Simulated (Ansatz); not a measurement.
```cif
data_structure
_symmetry_space_group_name_H-M 'P 1'
_symmetry_Int_Tables_number 1
_cell_length_a 2.7188
_cell_length_b 2.7188
_cell_length_c 10.7801
_cell_angle_alpha 90.000
_cell_angle_beta 90.000
_cell_angle_gamma 120.000
_cell_volume 69.01
loop_
_atom_site_label
_atom_site_type_symbol
_atom_site_fract_x
_atom_site_fract_y
_atom_site_fract_z
_atom_site_occupancy
Si1 Si 0.00000 0.00000 0.74315 1
Si2 Si 0.00000 0.00000 0.25685 1
Si3 Si 0.00000 0.00000 0.00000 1
Si4 Si 0.00000 0.00000 0.50000 1
N1 N 0.33333 0.66667 0.90473 1
N2 N 0.66667 0.33333 0.09527 1
```

Space group P-3m1; a structure generated by program, which may or may not match a known phase.

The calculation used DFT PBE, scalar-relativistic, plane waves, PAW in Ansatz.

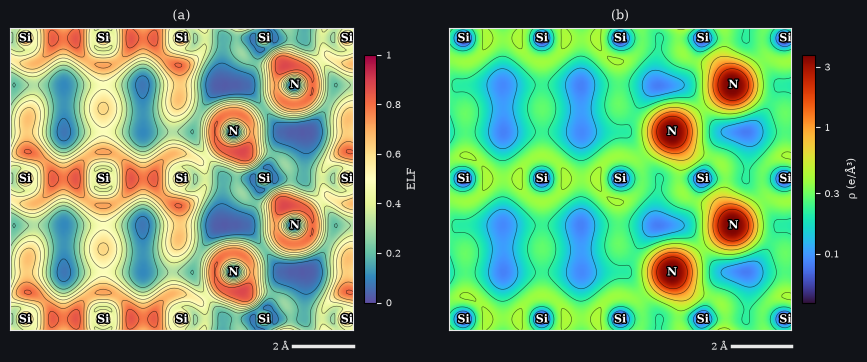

Si2N. (a) ELF; (b) valence electron density on the (110) plane of the conventional cell.

The density is the valence pseudo-density of a PAW calculation; it isn't the true density close to the nuclei.

Q: Describe what can be read from this map.

A: The section cuts through Si and N sites.
Si–N (1.88 Å): the density is about 0.84 e/Å³ at the midpoint; the ELF peaks at about 0.90 between the atoms.
Between the atoms the lowest density in this plane is 0.08 e/Å³.
